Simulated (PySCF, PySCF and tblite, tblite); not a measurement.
# C₃H₉FP₂Si: a scan of pyramidal angle, part 3 of 3

PySCF and tblite. Atoms count from 0.

### 11 Shieldings, coordinate held at 21.8: PBE0/pcSseg-1 in acetonitrile

What the job is given:

```
{"job": {"kind": "nmr", "xc": "PBE0", "basis": "pcSseg-1", "solvent": "acetonitrile", "every": 1, "pop": false}, "charge": 0, "multiplicity": 1}
C     -1.976562     0.100395     1.058545
C     -0.996124     0.301973    -0.052629
C     -1.366196     0.452559    -1.313816
F     -2.654042     0.450012    -1.709601
Si     0.840904     0.320962     0.410104
P      2.335593     0.567750    -1.189634
P      1.244960    -1.551270     1.599338
H     -1.730203    -0.811213     1.604175
H     -1.917068     0.931519     1.759817
H     -2.993656     0.028495     0.680660
H     -0.694847     0.597544    -2.148547
H      1.119099     1.487022     1.258595
H      2.840003    -0.500882    -1.862330
H      2.251990     1.567851    -2.105886
H      2.615595    -1.506368     1.420174
H      1.072792    -2.420605     0.532584
```

Log:

```text
coarse grid: 14800 points
cycle   1  E = -1190.9679776179  dE =  6.277e-01  |g| = 4.799e-01  |ddm| = 3.648e+00
cycle   2  E = -1190.9478885444  dE =  2.009e-02  |g| = 5.969e-01  |ddm| = 8.016e-01
cycle   3  E = -1191.0141254706  dE = -6.624e-02  |g| = 7.033e-02  |ddm| = 4.365e-01
cycle   4  E = -1191.0150904915  dE = -9.650e-04  |g| = 3.088e-02  |ddm| = 8.719e-02
cycle   5  E = -1191.0153090558  dE = -2.186e-04  |g| = 8.539e-03  |ddm| = 3.354e-02
cycle   6  E = -1191.0153218778  dE = -1.282e-05  |g| = 3.710e-03  |ddm| = 1.077e-02
cycle   7  E = -1191.0153246530  dE = -2.775e-06  |g| = 5.097e-04  |ddm| = 3.214e-03
final grid: 129360 points
cycle   8  E = -1191.0619067357  dE = -3.074e-05  |g| = 6.759e-03  |ddm| = 2.671e-02
cycle   9  E = -1191.0619022920  dE =  4.444e-06  |g| = 8.283e-03  |ddm| = 1.444e-02
cycle  10  E = -1191.0619181543  dE = -1.586e-05  |g| = 1.274e-03  |ddm| = 7.602e-03
cycle  11  E = -1191.0619184413  dE = -2.870e-07  |g| = 1.837e-04  |ddm| = 1.143e-03
cycle  12  E = -1191.0619184469  dE = -5.593e-09  |g| = 9.250e-05  |ddm| = 2.127e-04
cycle  13  E = -1191.0619184488  dE = -1.874e-09  |g| = 2.056e-05  |ddm| = 9.251e-05
cycle  14  E = -1191.0619184489  dE = -8.549e-11  |g| = 4.957e-06  |ddm| = 1.976e-05
converged SCF energy = -1191.0619184489

GIAO shielding tensors (ppm)
atom      isotropic    diamagn.    paramagn.     s11        s22        s33       span
  0 C      174.361     245.412     -71.052    156.443    182.711    183.928     27.485
  1 C       68.176     266.618    -198.442    -27.643     64.312    167.859    195.502
  2 C       23.224     251.976    -228.753    -71.337     69.999     71.009    142.346
  3 F      282.320     472.801    -190.480    147.779    271.041    428.142    280.363
  4 Si     377.640     881.436    -503.796    327.757    394.680    410.483     82.726
  5 P      606.423     970.432    -364.009    476.138    622.002    721.128    244.990
  6 P      615.045     968.219    -353.174    541.663    622.299    681.173    139.509
  7 H       30.048      29.407       0.642     23.773     30.793     35.579     11.806
  8 H       30.093      28.281       1.812     25.574     27.826     36.878     11.304
  9 H       29.025      29.059      -0.034     23.479     28.757     34.840     11.361
 10 H       24.729      32.287      -7.558     19.863     24.841     29.482      9.619
 11 H       26.403      29.616      -3.214     22.301     25.483     31.425      9.124
 12 H       29.824      31.577      -1.753     23.850     26.892     38.729     14.879
 13 H       29.390      31.222      -1.833     23.092     25.664     39.413     16.321
 14 H       30.089      29.923       0.166     24.205     27.808     38.254     14.049
 15 H       30.268      31.255      -0.987     25.487     27.593     37.725     12.238
```

Wall time 28 s (1 thread of Intel Xeon Platinum 8488C, shared host); peak memory 1 GiB.

This run: HOMO -6.31 eV, LUMO -0.26 eV; dipole 1.19 D.

### 12 Shieldings, coordinate held at -21.9: PBE0/pcSseg-1 in acetonitrile

What the job is given:

```
{"job": {"kind": "nmr", "xc": "PBE0", "basis": "pcSseg-1", "solvent": "acetonitrile", "every": 1, "pop": false}, "charge": 0, "multiplicity": 1}
C     -1.940413     0.168292     1.069880
C     -0.954174     0.325150    -0.042456
C     -1.311749     0.426093    -1.310308
F     -2.597342     0.410178    -1.715749
Si     0.862586     0.330574     0.460818
P      2.030364     0.362810    -1.403949
P      1.267353    -1.599296     1.551501
H     -1.700583    -0.724456     1.649061
H     -1.884663     1.022317     1.743431
H     -2.955827     0.084911     0.689713
H     -0.630630     0.526575    -2.143947
H      1.063280     1.411510     1.447784
H      3.340373    -0.000431    -1.406680
H      1.920844     1.362483    -2.320158
H      2.602438    -1.661544     1.195650
H      0.886399    -2.414823     0.499127
```

Log:

```text
coarse grid: 14800 points
cycle   1  E = -1190.9667877499  dE =  6.497e-01  |g| = 4.788e-01  |ddm| = 3.669e+00
cycle   2  E = -1190.9460274176  dE =  2.076e-02  |g| = 5.984e-01  |ddm| = 8.019e-01
cycle   3  E = -1191.0127055420  dE = -6.668e-02  |g| = 7.017e-02  |ddm| = 4.396e-01
cycle   4  E = -1191.0136656177  dE = -9.601e-04  |g| = 3.088e-02  |ddm| = 8.715e-02
cycle   5  E = -1191.0138837818  dE = -2.182e-04  |g| = 8.459e-03  |ddm| = 3.338e-02
cycle   6  E = -1191.0138963515  dE = -1.257e-05  |g| = 3.654e-03  |ddm| = 1.084e-02
cycle   7  E = -1191.0138990446  dE = -2.693e-06  |g| = 5.092e-04  |ddm| = 3.274e-03
final grid: 129360 points
cycle   8  E = -1191.0605140165  dE = -3.126e-05  |g| = 6.659e-03  |ddm| = 2.787e-02
cycle   9  E = -1191.0605097598  dE =  4.257e-06  |g| = 8.152e-03  |ddm| = 1.405e-02
cycle  10  E = -1191.0605249814  dE = -1.522e-05  |g| = 1.257e-03  |ddm| = 7.425e-03
cycle  11  E = -1191.0605252613  dE = -2.799e-07  |g| = 1.847e-04  |ddm| = 1.139e-03
cycle  12  E = -1191.0605252671  dE = -5.757e-09  |g| = 8.991e-05  |ddm| = 2.195e-04
cycle  13  E = -1191.0605252689  dE = -1.751e-09  |g| = 2.115e-05  |ddm| = 8.974e-05
cycle  14  E = -1191.0605252690  dE = -1.000e-10  |g| = 5.018e-06  |ddm| = 2.117e-05
converged SCF energy = -1191.0605252690

GIAO shielding tensors (ppm)
atom      isotropic    diamagn.    paramagn.     s11        s22        s33       span
  0 C      174.535     245.257     -70.722    156.176    182.454    184.975     28.799
  1 C       70.334     266.419    -196.085    -25.245     67.192    169.055    194.300
  2 C       24.587     252.008    -227.421    -70.942     70.689     74.014    144.956
  3 F      282.826     473.069    -190.243    149.528    273.275    425.676    276.148
  4 Si     384.480     881.687    -497.208    355.628    380.706    417.106     61.478
  5 P      605.301     972.242    -366.941    474.477    615.548    725.876    251.399
  6 P      600.155     968.413    -368.258    534.609    613.812    652.043    117.433
  7 H       30.042      29.406       0.636     23.792     30.862     35.472     11.680
  8 H       30.085      28.241       1.844     25.392     27.748     37.115     11.723
  9 H       28.999      29.076      -0.076     23.463     28.634     34.902     11.439
 10 H       24.787      32.432      -7.645     19.059     24.803     30.500     11.440
 11 H       26.215      29.336      -3.121     22.376     24.443     31.825      9.449
 12 H       29.697      31.258      -1.561     23.223     26.778     39.089     15.867
 13 H       29.360      31.816      -2.456     22.807     25.979     39.294     16.487
 14 H       30.148      30.471      -0.322     24.417     28.220     37.808     13.390
 15 H       30.314      31.256      -0.941     25.590     27.820     37.532     11.942
```

It took 27 s on 1 thread of Intel Xeon Platinum 8488C, shared host; peak memory 0.92 GiB.

This run: HOMO -6.33 eV, LUMO -0.29 eV; dipole 1.96 D.

### 13 Shieldings, coordinate held at -52.4: PBE0/pcSseg-1 in acetonitrile

What the job is given:

```
{"job": {"kind": "nmr", "xc": "PBE0", "basis": "pcSseg-1", "solvent": "acetonitrile", "every": 1, "pop": false}, "charge": 0, "multiplicity": 1}
C     -1.878087     0.170471     1.066412
C     -0.950204     0.293744    -0.098148
C     -1.375341     0.404500    -1.345682
F     -2.679903     0.428510    -1.681115
Si     0.900239     0.236796     0.271452
P      2.010413     0.175547    -1.691998
P      1.215980    -1.575666     1.581089
H     -1.622414    -0.719776     1.642711
H     -1.765755     1.031445     1.723802
H     -2.914146     0.103795     0.743686
H     -0.740540     0.486186    -2.218353
H      1.238564     1.397547     1.118664
H      3.261793     0.276841    -1.111199
H      1.936295     1.540207    -1.907445
H      2.554424    -1.732484     1.269763
H      0.826955    -2.489329     0.615111
```

Log:

```text
coarse grid: 14800 points
cycle   1  E = -1190.9913769107  dE =  5.776e-01  |g| = 4.774e-01  |ddm| = 3.607e+00
cycle   2  E = -1190.9679869470  dE =  2.339e-02  |g| = 6.033e-01  |ddm| = 7.843e-01
cycle   3  E = -1191.0365490609  dE = -6.856e-02  |g| = 6.845e-02  |ddm| = 4.406e-01
cycle   4  E = -1191.0374518532  dE = -9.028e-04  |g| = 3.184e-02  |ddm| = 8.692e-02
cycle   5  E = -1191.0376838251  dE = -2.320e-04  |g| = 8.226e-03  |ddm| = 3.316e-02
cycle   6  E = -1191.0376953616  dE = -1.154e-05  |g| = 3.594e-03  |ddm| = 1.037e-02
cycle   7  E = -1191.0376980214  dE = -2.660e-06  |g| = 4.566e-04  |ddm| = 3.240e-03
final grid: 129360 points
cycle   8  E = -1191.0847930343  dE = -3.175e-05  |g| = 6.462e-03  |ddm| = 2.879e-02
cycle   9  E = -1191.0847893150  dE =  3.719e-06  |g| = 7.867e-03  |ddm| = 1.307e-02
cycle  10  E = -1191.0848033206  dE = -1.401e-05  |g| = 1.182e-03  |ddm| = 6.935e-03
cycle  11  E = -1191.0848035603  dE = -2.397e-07  |g| = 1.845e-04  |ddm| = 1.083e-03
cycle  12  E = -1191.0848035658  dE = -5.496e-09  |g| = 8.967e-05  |ddm| = 2.040e-04
cycle  13  E = -1191.0848035675  dE = -1.774e-09  |g| = 1.973e-05  |ddm| = 8.635e-05
cycle  14  E = -1191.0848035676  dE = -8.959e-11  |g| = 4.710e-06  |ddm| = 1.876e-05
converged SCF energy = -1191.0848035676

GIAO shielding tensors (ppm)
atom      isotropic    diamagn.    paramagn.     s11        s22        s33       span
  0 C      173.352     245.611     -72.258    155.279    181.235    183.544     28.264
  1 C       68.417     266.203    -197.786    -27.000     62.382    169.870    196.870
  2 C       26.193     251.925    -225.732    -68.649     71.821     75.405    144.055
  3 F      281.804     473.085    -191.281    149.603    275.931    419.878    270.275
  4 Si     372.268     882.675    -510.407    331.096    376.538    409.169     78.072
  5 P      612.136     969.114    -356.978    542.015    620.689    673.703    131.689
  6 P      603.503     968.665    -365.162    532.010    614.801    663.699    131.690
  7 H       30.020      29.676       0.344     23.663     31.092     35.305     11.642
  8 H       30.073      28.586       1.488     25.552     27.684     36.984     11.431
  9 H       29.035      29.255      -0.220     23.495     28.705     34.904     11.408
 10 H       24.987      31.938      -6.951     19.470     25.113     30.377     10.907
 11 H       26.435      30.388      -3.954     23.024     24.735     31.544      8.521
 12 H       30.229      30.329      -0.100     24.478     27.466     38.743     14.265
 13 H       29.925      30.898      -0.974     24.174     26.715     38.885     14.711
 14 H       30.270      30.611      -0.341     24.668     27.768     38.375     13.707
 15 H       30.428      31.277      -0.849     25.673     27.881     37.730     12.057
```

It took 28 s on 1 thread of Intel Xeon Platinum 8488C, shared host; peak memory 0.91 GiB.

Key values: HOMO -7.15 eV, LUMO -0.07 eV; dipole 2.10 D.

### 14 The scan in numbers

What the job is given:

```
{"job": {"smiles": "C/C(=C\\F)[SiH](P)P", "charge": 0, "mult": 1, "motion": "pyramidal angle", "what": "phosphorus", "atoms": [5], "drives": [{"terms": [["t", [13, 4, 12, 5], 0.3333333333333333], ["t", [4, 12, 13, 5], 0.3333333333333333], ["t", [12, 13, 4, 5], 0.3333333333333333]], "values": [-1.3, -1, -0.7, -0.35, 0, 0.35, 0.7, 1, 1.3], "scaled": true}], "study": "scan", "seed": 919, "jobs": [{"kind": "nmr", "xc": "PBE0", "basis": "pcSseg-1", "solvent": "acetonitrile", "every": 1}], "xc": "PBE0", "basis": "pcSseg-1", "kind": "scan"}, "charge": 0, "multiplicity": 1}
C     -1.882964     0.168331     1.065653
C     -0.952161     0.291914    -0.097034
C     -1.375324     0.403125    -1.345429
F     -2.679550     0.427935    -1.681538
Si     0.898423     0.235928     0.272705
P      2.007612     0.174889    -1.691078
P      1.216759    -1.575700     1.583330
H     -1.626309    -0.718969     1.645630
H     -1.775116     1.031342     1.720735
H     -2.918470     0.097260     0.741278
H     -0.739659     0.485147    -2.217529
H      1.240571     1.398086     1.116704
H      3.259183     0.270884    -1.109969
H      1.937215     1.540341    -1.903199
H      2.555673    -1.734052     1.272551
H      0.826518    -2.487517     0.615779
```

Log:

```text
coordinate    xTB      DFT (kcal/mol)
    60.20    6.019    5.481
    52.20    1.095    0.000
    40.30    5.802    3.447
    21.80   18.544   15.085
    -0.20   25.652   23.157
   -21.90   18.041   15.738
   -40.50    4.970    3.972
   -52.40    0.000    0.508
   -60.40    4.669    5.214
```

Run time: 4.4 min. Hardware: 1 thread of Intel Xeon Platinum 8488C, shared host; peak memory 1 GiB. This counts the whole study up to here.

Shieldings (ppm) of atoms that vary much, hydrogens weighed ten times:

```
coordinate (°)  DFT energy (kcal/mol)     P5    Si4     P6    H13    H12
          60.2                   5.48  672.0  366.1  596.6  30.68  30.90
          52.2                   0.00  612.9  372.8  606.3  29.94  30.25
          40.3                   3.45  585.3  376.2  613.4  29.33  29.82
          21.8                  15.09  606.4  377.6  615.0  29.39  29.82
          -0.2                  23.16  644.9  382.0  599.3  29.70  30.41
         -21.9                  15.74  605.3  384.5  600.2  29.36  29.70
         -40.5                   3.97  583.5  381.7  606.7  29.38  29.63
         -52.4                   0.51  612.1  372.3  603.5  29.92  30.23
         -60.4                   5.21  667.4  359.8  594.1  30.51  30.93
```

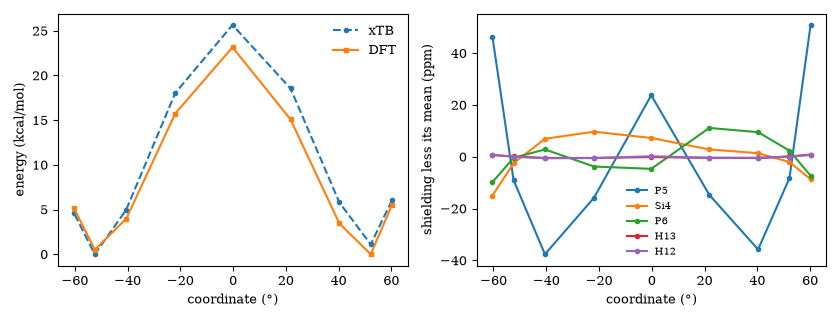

Energy and shieldings along the coordinate.

### 15 Summary of results

What follows sums up all 3 parts.

```
                   quantity                          value
energy range along the scan  DFT 23.16, xTB 25.65 kcal/mol
             range of σ(P5)             583.5 to 672.0 ppm
```

What this shows: The DFT energy changes by 23.16 kcal/mol over the points computed, against kT of 0.59 kcal/mol at 298 K.
